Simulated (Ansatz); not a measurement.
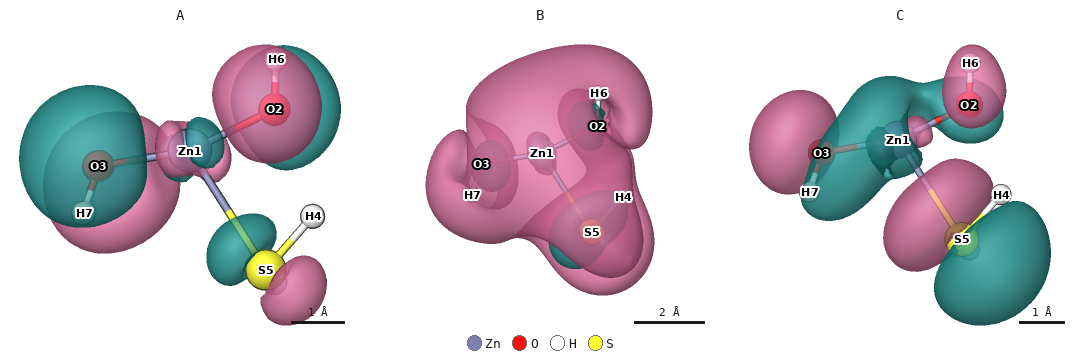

Figure 1: H₄O₂SZn. Three frontier orbitals at ±0.05 Å⁻³ᐟ² (teal and pink are the two phases), in no order.

The reactant side of a reaction path; geometry: PBE0-D4/def2-TZVP; a saddle point, not a minimum.

Level of theory: RKS PBE0-D4/def2-TZVPP in Ansatz.

The calculation's input:

```
crystal:
  periodic: [false, false, false]
  atoms:
    - {symbol: Zn, position_ang: [-0.189240, -0.477274, -0.704561]}
    - {symbol: O, position_ang: [0.706434, -1.520973, 0.464142]}
    - {symbol: O, position_ang: [-1.200020, 0.103341, -2.059401]}
    - {symbol: H, position_ang: [1.040263, 0.331155, 1.531000]}
    - {symbol: S, position_ang: [0.607286, 1.490810, 0.988989]}
    - {symbol: H, position_ang: [0.748568, -2.456262, 0.260528]}
    - {symbol: H, position_ang: [-1.177242, 1.054537, -2.173998]}
    - {symbol: H, position_ang: [-0.535946, 1.474666, 1.693302]}
basis:
  gaussian: {orbitals: def2-TZVPP}
hamiltonian: {xc: pbe0, dispersion: d4}
output: {orbitals: {seedname: orbitals}}
```

Run with:

```sh
ansatz run in.yaml --threads 8 --pin off --events-out ev --progress --plain --max-ram 19148MiB
```

Question: Order the three orbitals by energy and name them.

Answer: C is the HOMO−1 (−8.02 eV). Its weight (Hirshfeld) is mainly on S5 (about 40 %), O3 (about 35 %) and Zn1 (about 15 %); largely a combination of lone pairs on S5 and O3. A is the HOMO (−7.70 eV). Its weight (Hirshfeld) is mainly on O3 (about 60 %), O2 (about 20 %) and Zn1 (about 10 %). B is the LUMO (−0.54 eV). It lies mainly on Zn1 (about 45 %), S5 (about 15 %), O2 (about 10 %), O3 (about 10 %) and H8 (about 10 %).

Question: What is the HOMO–LUMO gap?

Answer: 7.16 eV between the orbital energies.
